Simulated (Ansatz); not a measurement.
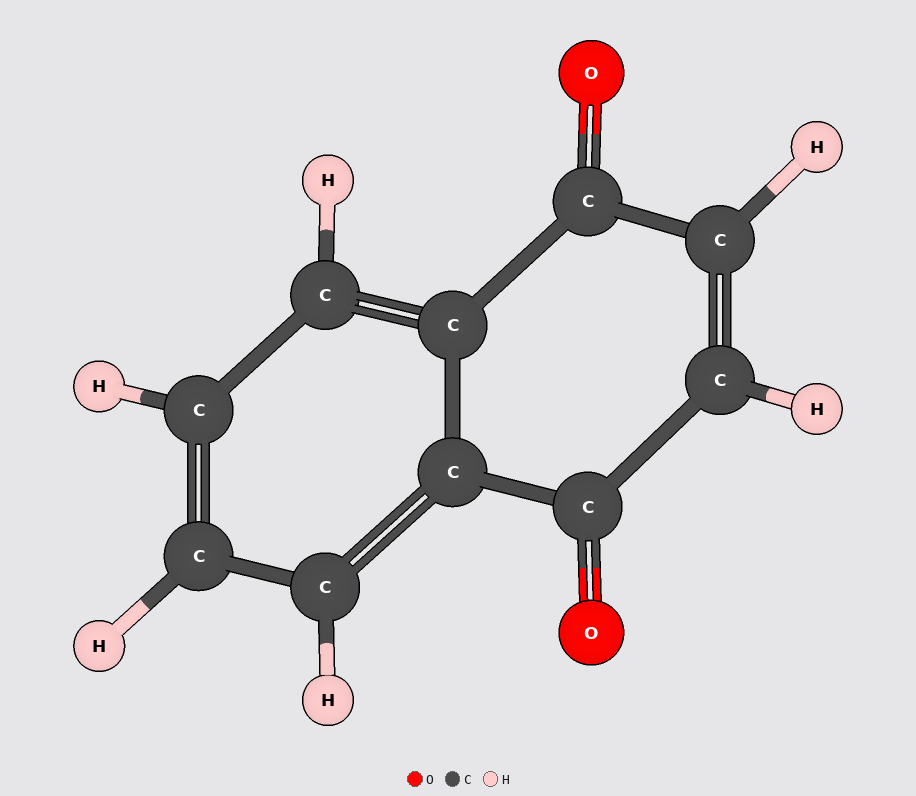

The structure as it stands in the input.

The calculation was set up as follows.

```yaml
crystal:
  periodic: [false, false, false]
  atoms:
    - {symbol: O, position_ang: [2.095058, -2.037444, -0.384124]}
    - {symbol: C, position_ang: [1.396404, -1.091319, -0.682791]}
    - {symbol: C, position_ang: [1.547283, -0.434306, -1.995578]}
    - {symbol: C, position_ang: [0.797897, 0.607913, -2.358214]}
    - {symbol: C, position_ang: [-0.235696, 1.178181, -1.472594]}
    - {symbol: O, position_ang: [-0.900407, 2.126979, -1.833728]}
    - {symbol: C, position_ang: [-0.417520, 0.544828, -0.144221]}
    - {symbol: C, position_ang: [-1.377371, 1.044247, 0.726563]}
    - {symbol: C, position_ang: [-1.553535, 0.458717, 1.968068]}
    - {symbol: C, position_ang: [-0.772513, -0.627924, 2.345989]}
    - {symbol: C, position_ang: [0.185599, -1.130170, 1.482872]}
    - {symbol: C, position_ang: [0.367329, -0.546902, 0.235563]}
    - {symbol: H, position_ang: [2.307829, -0.856284, -2.643622]}
    - {symbol: H, position_ang: [0.905826, 1.093487, -3.322078]}
    - {symbol: H, position_ang: [-1.973233, 1.891436, 0.409081]}
    - {symbol: H, position_ang: [-2.302541, 0.848516, 2.647563]}
    - {symbol: H, position_ang: [-0.914275, -1.083120, 3.319318]}
    - {symbol: H, position_ang: [0.806366, -1.975539, 1.754132]}
basis:
  gaussian: {orbitals: def2-SVP}
magnetization: {spin_polarized: true, initial_magnetization: 0}
hamiltonian: {xc: {name: PBE}, dispersion: d3bj}
md: {timestep: 1 fs, n_steps: 50, ensemble: nve, temperature: 700, initial_velocities: maxwell_boltzmann, seed: 734}
```

Command:

```sh
ansatz run in.yaml --threads 5 --pin off --events-out ev --progress --plain --max-ram 66560MiB --backend cuda --devices 0, --max-vram 37GiB
```

What the program printed (its end):

```
mean field -14532.75032913 eV, -534.0687239437 hartree, gradient 2.3e-5 eV, S^2 0.000000; 3 other end points of the search recorded, 0 dependent functions left out
the calculation of the forces begins
reference -14532.75036503 eV, -534.0687252629 hartree; 41, 41 occupied and 157, 157 virtual orbitals, 2214 factors
md step    50: t =    50.00 fs  T =   358.6 K  F+E_penalty+E_count = -14533.36154289 eV  E_kin = 0.741574 eV  conserved = -14532.61996843 eV  (74 SCF iters, 3 dispersion substeps)
Total energy: -14533.36157878 eV, -534.0911869540 hartree
Atom 0 at     2.010978    -2.181598    -0.450790 Å, force    -0.178810     0.225080     0.060959 eV/Å
Atom 1 at     1.408611    -1.130184    -0.679482 Å, force    -0.052320     0.089919     0.051801 eV/Å
Atom 2 at     1.720273    -0.282969    -1.848246 Å, force    -0.128770     0.812143    -0.668413 eV/Å
Atom 3 at     0.891014     0.748425    -2.213302 Å, force     1.558624    -0.193844     0.130631 eV/Å
Atom 4 at    -0.247353     1.248642    -1.478873 Å, force    -1.916641    -1.201703    -1.282576 eV/Å
Atom 5 at    -1.125261     1.908438    -2.093627 Å, force     1.083919    -0.033716     1.420415 eV/Å
Atom 6 at    -0.402422     0.586168    -0.187933 Å, force    -1.217378     0.949202     3.351648 eV/Å
Atom 7 at    -1.296393     1.150216     0.814112 Å, force     1.520578    -1.887145    -0.940293 eV/Å
Atom 8 at    -1.414760     0.541199     2.103885 Å, force    -0.821096     1.581840    -1.049562 eV/Å
Atom 9 at    -0.735860    -0.643192     2.397293 Å, force    -0.556314    -1.196210     0.978975 eV/Å
Atom 10 at     0.044628    -1.219052     1.392031 Å, force     1.093167    -1.508621     0.720047 eV/Å
Atom 11 at     0.333361    -0.559307     0.209771 Å, force     0.109236    -0.108197    -1.334817 eV/Å
Atom 12 at     2.640658    -0.490259    -2.435769 Å, force    -0.402268    -0.246910     0.106842 eV/Å
Atom 13 at     1.031057     1.382457    -3.066569 Å, force     0.618367     0.252107    -1.215464 eV/Å
Atom 14 at    -1.798372     2.002143     0.375172 Å, force    -0.798414     0.730906     0.577942 eV/Å
Atom 15 at    -2.130153     1.035901     2.794564 Å, force     0.358177    -0.317273     0.118088 eV/Å
Atom 16 at    -0.887915    -1.219982     3.386095 Å, force     0.152451     0.955220    -1.263698 eV/Å
Atom 17 at     0.550077    -2.238399     1.484983 Å, force    -0.422506     1.097201     0.237476 eV/Å
Dipole moment:     0.000084     0.115814     0.363446 e Å
```

The run converged.
